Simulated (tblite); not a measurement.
## Geometry relaxation, with input and output: CH8AsSi2 (part 2 of 2)

The same run, continued: CH8AsSi2, multiplicity 2, SMILES [CH2][As]([SiH3])[SiH3]; GFN2-xTB geometry optimisation, gas phase (tblite 0.8.0). 

Geometry of the input (Å):
```
Si -1.3206  1.5395  -0.1897
As -0.0625  -0.3204  -0.2120
Si 2.1279  -0.1497  0.2714
C  -0.9023  -2.0415  -0.1553
H  -0.4176  2.7081  -0.1731
H  -2.2204  1.6073  -1.3736
H  -2.1816  1.5842  0.9954
H  2.3474  -0.1360  1.7328
H  2.8934  -1.2043  -0.3879
H  2.5873  1.1357  -0.2872
H  -1.3334  -2.4041  0.7779
H  -1.5093  -2.2712  -1.0478
```

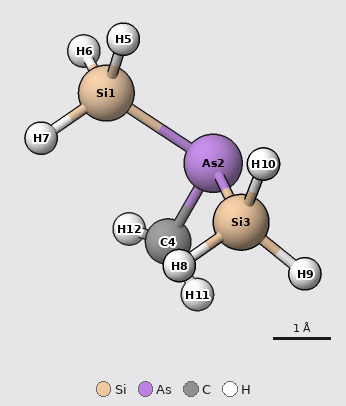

*The geometry at step 84 of the log (ball-and-stick view, seen at an oblique angle; atoms are numbered from 1 in the order of the input).*

Trajectory as extended XYZ, continued:
```
12
Properties=species:S:1:pos:R:3:forces:R:3 step=52 energy=-325.82614
Si   -1.2836    1.4781   -0.3322    0.0050  -0.0070  -0.0040
As   -0.0145   -0.3726   -0.9603   -0.0160   0.0080  -0.0130
Si    1.9395   -0.1718    0.2846    0.0640  -0.0100  -0.0230
C    -0.8708   -1.7328   -0.0219    0.0240   0.0200  -0.0050
H    -0.4050    2.6539   -0.3080   -0.0030   0.0190  -0.0050
H    -2.3309    1.7182   -1.3349   -0.0030  -0.0090   0.0000
H    -1.9437    1.3756    0.9751    0.0140  -0.0080   0.0060
H     1.7459   -0.2405    1.7383    0.0150   0.0090   0.0140
H     2.8657   -1.2500   -0.0984   -0.0300   0.0240   0.0240
H     2.5906    1.1070   -0.0364   -0.0320  -0.0320   0.0130
H    -0.3455   -2.6587    0.1745    0.0050  -0.0010  -0.0070
H    -1.9395   -1.8587   -0.1297   -0.0430  -0.0130   0.0000
12
Properties=species:S:1:pos:R:3:forces:R:3 step=56 energy=-325.82688
Si   -1.2822    1.4792   -0.3307   -0.0020   0.0060   0.0000
As   -0.0129   -0.3705   -0.9544    0.0040   0.0010  -0.0050
Si    1.9436   -0.1726    0.2908   -0.0190  -0.0100   0.0080
C    -0.8752   -1.7342   -0.0277   -0.0090   0.0030   0.0020
H    -0.4096    2.6602   -0.3137   -0.0070   0.0080  -0.0070
H    -2.3314    1.7071   -1.3342   -0.0050  -0.0030   0.0010
H    -1.9405    1.3821    0.9779    0.0140  -0.0090   0.0060
H     1.7702   -0.2375    1.7483   -0.0010   0.0170  -0.0040
H     2.8618   -1.2536   -0.0898    0.0170  -0.0080  -0.0040
H     2.5793    1.1079   -0.0433    0.0050  -0.0050   0.0080
H    -0.3492   -2.6616    0.1630   -0.0120   0.0060  -0.0070
H    -1.9458   -1.8586   -0.1356    0.0160  -0.0050   0.0010
12
Properties=species:S:1:pos:R:3:forces:R:3 step=60 energy=-325.82738
Si   -1.2802    1.4810   -0.3324    0.0010  -0.0020  -0.0070
As   -0.0124   -0.3691   -0.9576    0.0050  -0.0040   0.0010
Si    1.9412   -0.1775    0.2938    0.0060   0.0100  -0.0030
C    -0.8730   -1.7335   -0.0295   -0.0070   0.0060  -0.0070
H    -0.4170    2.6690   -0.3246   -0.0030   0.0010  -0.0050
H    -2.3366    1.7006   -1.3310   -0.0050  -0.0050   0.0120
H    -1.9252    1.3783    0.9821    0.0040  -0.0010   0.0080
H     1.7655   -0.2282    1.7511   -0.0070  -0.0020   0.0030
H     2.8647   -1.2573   -0.0813   -0.0040   0.0020   0.0040
H     2.5768    1.1036   -0.0386    0.0090  -0.0040  -0.0030
H    -0.3503   -2.6666    0.1388    0.0010  -0.0070   0.0070
H    -1.9453   -1.8525   -0.1200    0.0000   0.0050  -0.0090
12
Properties=species:S:1:pos:R:3:forces:R:3 step=64 energy=-325.82758
Si   -1.2785    1.4798   -0.3337   -0.0020  -0.0010   0.0250
As   -0.0091   -0.3699   -0.9571   -0.0010   0.0070  -0.0140
Si    1.9432   -0.1750    0.2954   -0.0140  -0.0130   0.0130
C    -0.8719   -1.7348   -0.0326    0.0150  -0.0080   0.0070
H    -0.4226    2.6730   -0.3318    0.0050  -0.0040  -0.0060
H    -2.3410    1.6964   -1.3248   -0.0150  -0.0090  -0.0030
H    -1.9173    1.3790    0.9852    0.0120  -0.0020  -0.0070
H     1.7610   -0.2260    1.7524    0.0000   0.0050  -0.0030
H     2.8632   -1.2581   -0.0759    0.0070  -0.0050   0.0020
H     2.5810    1.1029   -0.0396    0.0160   0.0130  -0.0030
H    -0.3549   -2.6726    0.1301    0.0020   0.0110   0.0030
H    -1.9447   -1.8469   -0.1169   -0.0240   0.0050  -0.0140
12
Properties=species:S:1:pos:R:3:forces:R:3 step=68 energy=-325.82890
Si   -1.2723    1.4769   -0.3304   -0.0180  -0.0070   0.0110
As    0.0041   -0.3664   -0.9576    0.0020   0.0080  -0.0060
Si    1.9496   -0.1708    0.3102   -0.0160  -0.0120   0.0070
C    -0.8852   -1.7315   -0.0558    0.0200   0.0190   0.0050
H    -0.4511    2.6934   -0.3797    0.0060  -0.0220  -0.0040
H    -2.3807    1.6485   -1.2802   -0.0030  -0.0080  -0.0020
H    -1.8585    1.3733    1.0118    0.0070   0.0150   0.0120
H     1.7627   -0.1955    1.7680   -0.0020   0.0030  -0.0200
H     2.8651   -1.2626   -0.0438    0.0030  -0.0330   0.0090
H     2.6151    1.0885   -0.0447   -0.0170   0.0170   0.0030
H    -0.3819   -2.6760    0.1098    0.0080   0.0080   0.0000
H    -1.9588   -1.8301   -0.1570    0.0100   0.0100  -0.0130
12
Properties=species:S:1:pos:R:3:forces:R:3 step=72 energy=-325.82982
Si   -1.2751    1.4757   -0.3274    0.0080  -0.0020  -0.0090
As    0.0080   -0.3598   -0.9620    0.0060  -0.0010  -0.0070
Si    1.9483   -0.1754    0.3129    0.0500   0.0120  -0.0440
C    -0.8869   -1.7218   -0.0623   -0.0060  -0.0220  -0.0060
H    -0.4571    2.6939   -0.3949   -0.0100  -0.0180  -0.0030
H    -2.3955    1.6298   -1.2671    0.0030  -0.0010   0.0200
H    -1.8335    1.3691    1.0260   -0.0090   0.0250   0.0090
H     1.7625   -0.1856    1.7689   -0.0150  -0.0070   0.0180
H     2.8642   -1.2752   -0.0294   -0.0370   0.0190   0.0150
H     2.6145    1.0859   -0.0452   -0.0230  -0.0310   0.0080
H    -0.3817   -2.6644    0.1126   -0.0130   0.0210  -0.0020
H    -1.9596   -1.8244   -0.1814    0.0460   0.0040   0.0010
12
Properties=species:S:1:pos:R:3:forces:R:3 step=76 energy=-325.83122
Si   -1.2737    1.4634   -0.3217    0.0060   0.0190  -0.0020
As    0.0268   -0.3529   -0.9722   -0.0040   0.0030  -0.0020
Si    1.9570   -0.1719    0.3210   -0.0350  -0.0030   0.0120
C    -0.8842   -1.7131   -0.0857    0.0120  -0.0060  -0.0210
H    -0.4905    2.6976   -0.4527    0.0100   0.0050  -0.0030
H    -2.4390    1.5790   -1.2114    0.0070  -0.0180   0.0220
H    -1.7653    1.3798    1.0599   -0.0090   0.0170  -0.0060
H     1.7408   -0.1574    1.7742   -0.0040   0.0010   0.0000
H     2.8554   -1.2932    0.0176    0.0020  -0.0070  -0.0050
H     2.6402    1.0746   -0.0454    0.0050  -0.0010  -0.0040
H    -0.4021   -2.6687    0.0782    0.0120   0.0080   0.0020
H    -1.9572   -1.7895   -0.2113    0.0000  -0.0170   0.0080
12
Properties=species:S:1:pos:R:3:forces:R:3 step=80 energy=-325.83202
Si   -1.2681    1.4598   -0.3162    0.0100  -0.0140   0.0030
As    0.0408   -0.3433   -0.9822   -0.0050   0.0070   0.0030
Si    1.9559   -0.1727    0.3358   -0.0010   0.0000   0.0020
C    -0.8840   -1.7074   -0.1173   -0.0090   0.0220  -0.0130
H    -0.5239    2.7067   -0.5133    0.0230   0.0350  -0.0040
H    -2.4767    1.5191   -1.1483   -0.0170  -0.0070  -0.0070
H    -1.6978    1.3961    1.0862   -0.0050   0.0210   0.0170
H     1.7277   -0.1252    1.7866   -0.0140  -0.0040  -0.0020
H     2.8475   -1.3087    0.0653   -0.0160  -0.0030  -0.0050
H     2.6615    1.0572   -0.0462   -0.0020  -0.0040  -0.0020
H    -0.4149   -2.6703    0.0309    0.0240  -0.0290   0.0100
H    -1.9598   -1.7635   -0.2305    0.0110  -0.0240  -0.0010
12
Properties=species:S:1:pos:R:3:forces:R:3 step=84 energy=-325.83298
Si   -1.2629    1.4609   -0.3136   -0.0020   0.0280   0.0190
As    0.0451   -0.3335   -0.9961   -0.0060  -0.0130  -0.0200
Si    1.9478   -0.1744    0.3356    0.0190  -0.0020  -0.0080
C    -0.8763   -1.7017   -0.1367    0.0310  -0.0440   0.0380
H    -0.5278    2.7119   -0.5341   -0.0110   0.0040  -0.0050
H    -2.4935    1.4951   -1.1143   -0.0080   0.0100  -0.0210
H    -1.6692    1.4082    1.0970    0.0120   0.0190   0.0140
H     1.6970   -0.1217    1.7813   -0.0080   0.0040   0.0190
H     2.8313   -1.3211    0.0832   -0.0140   0.0050  -0.0070
H     2.6661    1.0487   -0.0446    0.0050  -0.0080   0.0060
H    -0.3981   -2.6584    0.0342   -0.0050   0.0210  -0.0160
H    -1.9512   -1.7662   -0.2414   -0.0120  -0.0230  -0.0170
12
Properties=species:S:1:pos:R:3:forces:R:3 step=88 energy=-325.83381
Si   -1.2645    1.4683   -0.3092   -0.0150  -0.0140  -0.0220
As    0.0385   -0.3341   -0.9964   -0.0090   0.0080   0.0390
Si    1.9446   -0.1756    0.3339   -0.0220   0.0070   0.0030
C    -0.8705   -1.7082   -0.1305   -0.0250   0.0240  -0.0010
H    -0.5170    2.7128   -0.5295   -0.0240  -0.0040  -0.0070
H    -2.4894    1.4996   -1.1233    0.0240   0.0250   0.0100
H    -1.6826    1.4283    1.0989    0.0190   0.0080   0.0000
H     1.6912   -0.1251    1.7812    0.0030  -0.0030  -0.0150
H     2.8252   -1.3208    0.0725    0.0020  -0.0140   0.0010
H     2.6640    1.0470   -0.0423    0.0110   0.0070   0.0020
H    -0.3861   -2.6607    0.0341    0.0310  -0.0300  -0.0010
H    -1.9451   -1.7837   -0.2389    0.0030  -0.0130  -0.0100
12
Properties=species:S:1:pos:R:3:forces:R:3 step=92 energy=-325.83597
Si   -1.2633    1.4801   -0.2941    0.0640  -0.0620   0.0030
As    0.0408   -0.3204   -0.9992   -0.0010   0.1000   0.0250
Si    1.9324   -0.1750    0.3488    0.0150  -0.0230  -0.0180
C    -0.8668   -1.7115   -0.1630    0.0010  -0.0550   0.0080
H    -0.5767    2.7356   -0.6144    0.0130   0.0150  -0.0200
H    -2.5278    1.4411   -1.0342   -0.0690   0.0240  -0.0070
H    -1.5729    1.4984    1.1427   -0.0070  -0.0090  -0.0140
H     1.6611   -0.0924    1.7904    0.0000   0.0080   0.0040
H     2.7794   -1.3550    0.1256   -0.0010   0.0100   0.0030
H     2.6958    1.0179   -0.0408   -0.0090  -0.0150   0.0100
H    -0.3594   -2.6545    0.0020   -0.0200   0.0140   0.0020
H    -1.9343   -1.8164   -0.3131    0.0120  -0.0070   0.0040
12
Properties=species:S:1:pos:R:3:forces:R:3 step=96 energy=-325.83699
Si   -1.2595    1.4778   -0.2892   -0.0310   0.0380   0.0070
As    0.0467   -0.3063   -1.0018    0.0030  -0.0240  -0.0090
Si    1.9302   -0.1762    0.3552    0.0170  -0.0070   0.0180
C    -0.8633   -1.7105   -0.1841    0.0070   0.0060  -0.0040
H    -0.6073    2.7397   -0.6622   -0.0030  -0.0180  -0.0050
H    -2.5549    1.4080   -0.9801   -0.0010   0.0180   0.0260
H    -1.5164    1.5215    1.1588   -0.0050  -0.0070  -0.0310
H     1.6396   -0.0705    1.7922    0.0070   0.0030   0.0010
H     2.7650   -1.3683    0.1583   -0.0010  -0.0040  -0.0030
H     2.7158    1.0008   -0.0360   -0.0070  -0.0050   0.0030
H    -0.3573   -2.6540   -0.0230    0.0010  -0.0010  -0.0010
H    -1.9304   -1.8142   -0.3374    0.0120   0.0000  -0.0010
12
Properties=species:S:1:pos:R:3:forces:R:3 step=100 energy=-325.83758
Si   -1.2620    1.4824   -0.2838    0.0110  -0.0160  -0.0330
As    0.0536   -0.2964   -1.0068   -0.0030   0.0030   0.0070
Si    1.9289   -0.1797    0.3668   -0.0140   0.0060  -0.0130
C    -0.8576   -1.7094   -0.2072   -0.0090  -0.0010   0.0000
H    -0.6445    2.7410   -0.7171    0.0030   0.0060   0.0000
H    -2.5845    1.3796   -0.9135   -0.0130   0.0090   0.0100
H    -1.4561    1.5518    1.1704   -0.0100   0.0030   0.0140
H     1.6246   -0.0467    1.7975    0.0040  -0.0020   0.0230
H     2.7461   -1.3866    0.1940    0.0050  -0.0110  -0.0040
H     2.7335    0.9815   -0.0311    0.0040   0.0000  -0.0020
H    -0.3506   -2.6528   -0.0503    0.0110  -0.0060   0.0020
H    -1.9233   -1.8168   -0.3683    0.0110   0.0070  -0.0020
12
Properties=species:S:1:pos:R:3:forces:R:3 step=104 energy=-325.83777
Si   -1.2626    1.4838   -0.2839   -0.0020  -0.0060   0.0050
As    0.0538   -0.2942   -1.0046    0.0020  -0.0030   0.0000
Si    1.9279   -0.1796    0.3701   -0.0040  -0.0020   0.0120
C    -0.8566   -1.7120   -0.2127   -0.0010   0.0040   0.0030
H    -0.6512    2.7411   -0.7296    0.0020   0.0040  -0.0040
H    -2.5922    1.3747   -0.8967   -0.0110   0.0070  -0.0030
H    -1.4481    1.5658    1.1721    0.0000  -0.0020  -0.0040
H     1.6281   -0.0422    1.8029    0.0050  -0.0020  -0.0040
H     2.7402   -1.3912    0.2000   -0.0010   0.0000  -0.0030
H     2.7374    0.9770   -0.0319    0.0010  -0.0020  -0.0010
H    -0.3474   -2.6545   -0.0556    0.0050   0.0020  -0.0010
H    -1.9210   -1.8207   -0.3795    0.0050   0.0010   0.0000
12
Properties=species:S:1:pos:R:3:forces:R:3 step=108 energy=-325.83787
Si   -1.2647    1.4843   -0.2870   -0.0010   0.0020  -0.0010
As    0.0512   -0.2969   -1.0022    0.0020   0.0040   0.0010
Si    1.9276   -0.1810    0.3685    0.0050   0.0030  -0.0050
C    -0.8563   -1.7125   -0.2036    0.0010  -0.0070  -0.0040
H    -0.6391    2.7413   -0.7151    0.0000  -0.0030  -0.0050
H    -2.5891    1.3910   -0.9145   -0.0030   0.0030  -0.0040
H    -1.4673    1.5578    1.1665    0.0000  -0.0030   0.0070
H     1.6353   -0.0498    1.8026    0.0000  -0.0060   0.0070
H     2.7440   -1.3885    0.1865   -0.0040   0.0030   0.0020
H     2.7305    0.9806   -0.0322    0.0030  -0.0010  -0.0010
H    -0.3444   -2.6534   -0.0440   -0.0010   0.0080   0.0000
H    -1.9195   -1.8252   -0.3749   -0.0020  -0.0030   0.0050
12
Properties=species:S:1:pos:R:3:forces:R:3 step=112 energy=-325.83793
Si   -1.2664    1.4853   -0.2887    0.0010  -0.0010   0.0060
As    0.0500   -0.2973   -1.0010   -0.0100   0.0020  -0.0030
Si    1.9279   -0.1805    0.3676   -0.0060   0.0020   0.0020
C    -0.8554   -1.7137   -0.2010    0.0030   0.0080  -0.0020
H    -0.6333    2.7409   -0.7101   -0.0020  -0.0030  -0.0020
H    -2.5878    1.4005   -0.9241    0.0010   0.0000  -0.0020
H    -1.4761    1.5534    1.1646    0.0000   0.0000  -0.0030
H     1.6359   -0.0560    1.8028    0.0040  -0.0020   0.0000
H     2.7442   -1.3867    0.1807    0.0020  -0.0040   0.0010
H     2.7289    0.9824   -0.0322    0.0040   0.0020   0.0020
H    -0.3406   -2.6526   -0.0412   -0.0020  -0.0020   0.0010
H    -1.9192   -1.8280   -0.3669    0.0030  -0.0010   0.0010
12
Properties=species:S:1:pos:R:3:forces:R:3 step=115 energy=-325.83795
Si   -1.2673    1.4855   -0.2884   -0.0040  -0.0010  -0.0010
As    0.0485   -0.2968   -1.0004    0.0030   0.0010   0.0000
Si    1.9276   -0.1802    0.3677   -0.0030  -0.0020   0.0020
C    -0.8549   -1.7139   -0.2002   -0.0030   0.0010  -0.0010
H    -0.6320    2.7396   -0.7100    0.0000   0.0020  -0.0010
H    -2.5876    1.4028   -0.9266    0.0020  -0.0010   0.0010
H    -1.4788    1.5542    1.1644   -0.0010   0.0000   0.0010
H     1.6381   -0.0575    1.8038    0.0030  -0.0010  -0.0060
H     2.7441   -1.3865    0.1794   -0.0020   0.0010   0.0000
H     2.7290    0.9827   -0.0319    0.0020   0.0010   0.0020
H    -0.3396   -2.6528   -0.0418    0.0000  -0.0020   0.0010
H    -1.9188   -1.8293   -0.3653    0.0030   0.0000   0.0010
```
